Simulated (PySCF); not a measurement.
H6N2Si, SMILES `N[SiH2]N`.

Computed with PySCF, B3LYP/def2-SVPD, geometry: GFN2-xTB. No frequency check shows the geometry to be a minimum.

Input script:

```python
import numpy as np
from pyscf import gto, scf, dft
from pyscf.scf import atom_ks, atom_hf
from scipy.linalg import block_diag

def solve(mol, dm0=None, hcore=None):
    mf = (dft.UKS if mol.spin else dft.RKS)(mol, xc='b3lyp')
    mf.grids.level = 3
    mf = mf.density_fit(auxbasis='def2-universal-jkfit')
    mf.conv_tol, mf.max_cycle = 1e-8, 80
    if hcore is not None:
        mf.get_hcore = lambda *args: hcore
    mf.kernel(dm0)
    if not mf.converged:
        mf = mf.newton().run(mf.mo_coeff, mf.mo_occ, max_cycle=30)
    assert mf.converged, 'SCF not converged'
    return mf

mol = gto.M(atom='''
N     -1.34989    -0.53233    -0.04480
Si     0.00004     0.53995     0.00003
N      1.34983    -0.53237     0.04479
H     -2.26982    -0.12575    -0.08089
H     -1.34802    -1.30609     0.60068
H     -0.16995     1.37868    -1.19367
H      0.16996     1.37884     1.19339
H      2.26977    -0.12582     0.08081
H      1.34793    -1.30622    -0.60059
''', basis='def2-svpd', charge=0, spin=0, verbose=4)
field = np.array([0.004, 0.0, 0.0])  # atomic units
mol.set_common_orig(mol.atom_charges() @ mol.atom_coords() / mol.atom_charges().sum())
mf = solve(mol)
out = dict(dm0=mf.make_rdm1(), d0=mf.dip_moment(unit='AU'), e0=mf.e_tot)
for name, sign in (('p', 1), ('m', -1)):
    h = mf.get_hcore() + sign * np.einsum('x,xij->ij', field, mol.intor('int1e_r'))
    mi = solve(mol, mf.make_rdm1(), h)
    out.update({'dm' + name: mi.make_rdm1(), 'd' + name: mi.dip_moment(unit='AU'), 'e' + name: mi.e_tot})
# spherically averaged free atoms, for the promolecule
atm = atom_ks.get_atm_nrks(mol, xc='b3lyp')
pro = block_diag(*[(atm[a[0]][2] * atm[a[0]][3]) @ atm[a[0]][2].T for a in mol._atom])
np.savez('result.npz', pro=pro, **out)
```

Launched as:

```sh
OMP_NUM_THREADS=1 python input.py
```

The run took 12 s on 1 thread of Intel(R) Xeon(R) 6975P-C (Granite Rapids), with other jobs on the host, peak memory 0.49 GiB.

Partitions, critical points and surface values were worked out afterwards from this run's density.

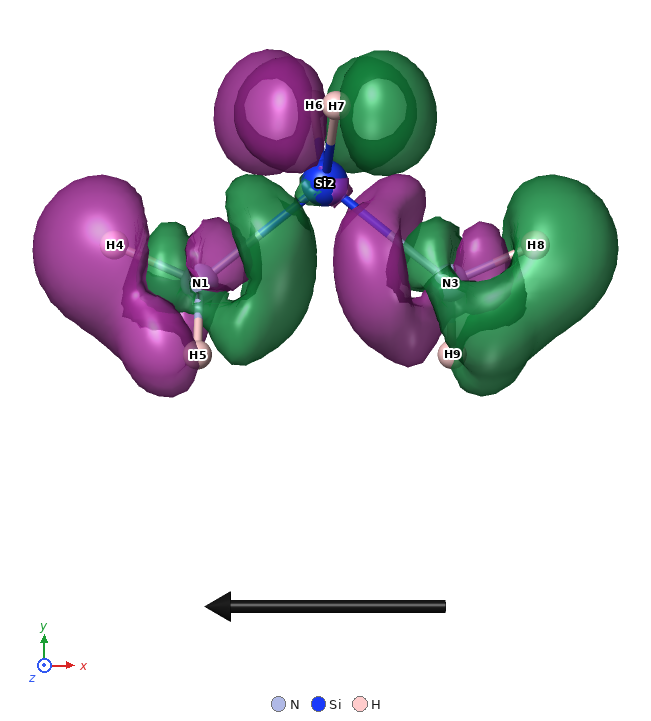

Change of the electron density in a uniform field of 0.21 V/Å along −x (arrow), surfaces at ±0.0015 e/Å³ (green: gain, purple: loss).

The field was applied in both directions; the picture shows the one opposite to the script's first.

What dipole is induced, and what polarisability does it imply?

The induced dipole is 0.48 D (along the field); α along this axis, from the fields in both directions, is 48 bohr³ (7.1 Å³).
